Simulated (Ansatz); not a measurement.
# AlCl3···CH4: what the fields show

Input file:

```
crystal:
  periodic: [false, false, false]
  atoms:
    - { symbol: Al, position_ang: [-1.084344, 1.356012, -0.507727] }
    - { symbol: C, position_ang: [0.851528, -1.107928, 0.408835] }
    - { symbol: Cl, position_ang: [-1.625985, 0.586865, -2.366505] }
    - { symbol: Cl, position_ang: [-2.325828, 1.140986, 1.150502] }
    - { symbol: H, position_ang: [1.110487, -0.062665, 0.254486] }
    - { symbol: Cl, position_ang: [0.774098, 2.489832, -0.314729] }
    - { symbol: H, position_ang: [1.607221, -1.734956, -0.084085] }
    - { symbol: H, position_ang: [0.825395, -1.320169, 1.486226] }
    - { symbol: H, position_ang: [-0.132472, -1.348077, -0.026902] }
basis:
  gaussian: { orbitals: def2-SVP }
hamiltonian:
  xc: b3lyp
  dispersion: d4
relax:
  f_tol: 0.03
  max_steps: 50
output:
  orbitals: {}
```

Command:

```sh
ansatz run input.yaml --threads 2 --pin off --max-ram 3072MiB --backend cpu --events-out ev --progress --plain --runs-dir out
```

The fields are those of the relaxed geometry.

Level of theory: Ansatz 0.2.0, RKS B3LYP-D4/def2-SVP.

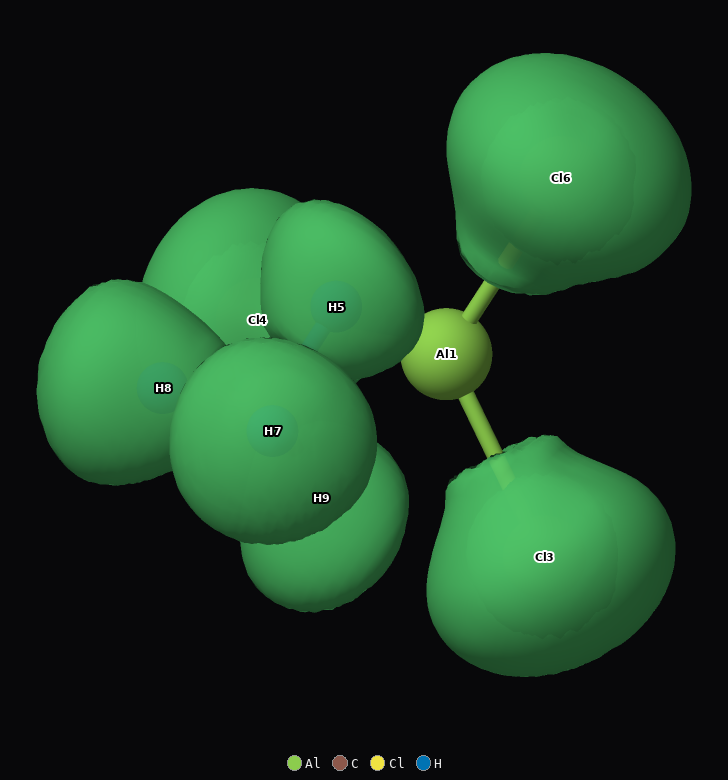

Figure 1. Isosurface of the electron localisation function at 0.8 (green), seen at an oblique angle. Core shells and regions of very low density are left out.

Where are the electrons localised?

Answer. The surface consists of four regions around hydrogen nuclei and three regions on Cl in which the atom's valence shell and bonds are merged. Profiles from the grid: C2···Al1 (2.92 Å): the ELF is about 0.10 at the midpoint. Al–Cl (2.09 Å): the ELF peaks at about 0.90 in the valence shell of Cl, 0.9 Å from its nucleus, and is about 0.80 at the midpoint.

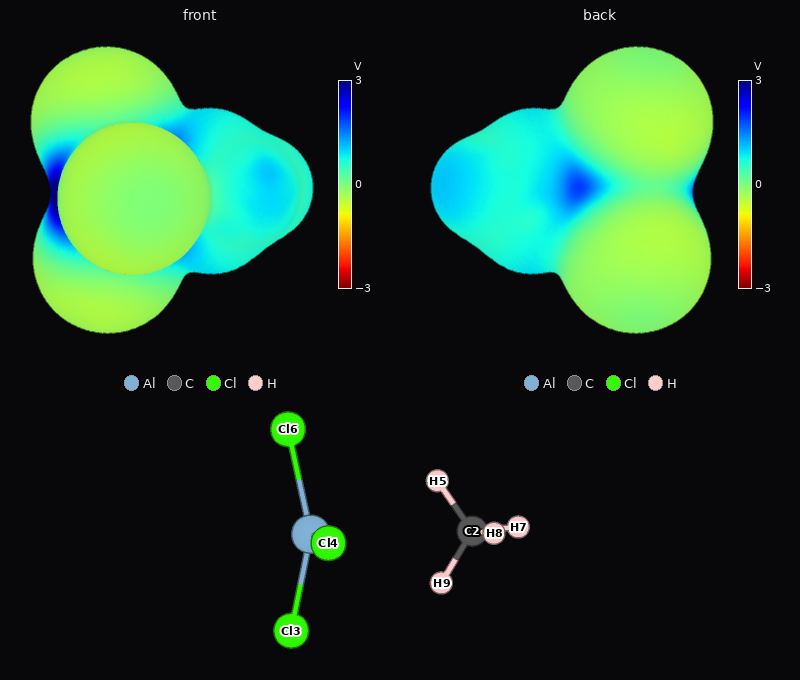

Figure 2. The electrostatic potential painted on the density surface at 0.002 e/bohr³, seen from the front and from behind; red is negative and blue positive. The bare structure is drawn below in the same view.

Which sites attract a positive test charge, and which a negative one?

Answer. A positive charge is drawn to the negative regions and a negative charge to the positive ones. The most negative region (about −0.4 V) lies over Cl3, Cl4 and Cl6, the most positive (about +2.8 V) over Al1.

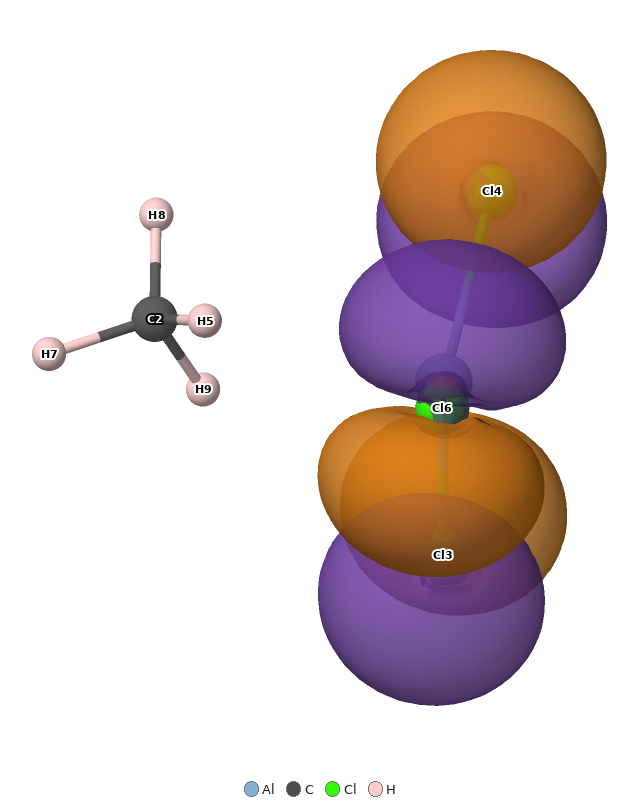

Figure 3. The HOMO at ±0.08 Å⁻³ᐟ² (orange and purple are the two phases), seen at an oblique angle.

What is the character of this orbital?

Answer. It lies mainly on Cl4 (about 35 %), Cl3 (about 30 %) and Cl6 (about 30 %); largely a combination of lone pairs on Cl4, Cl3 and Cl6. Its energy is −8.70 eV.
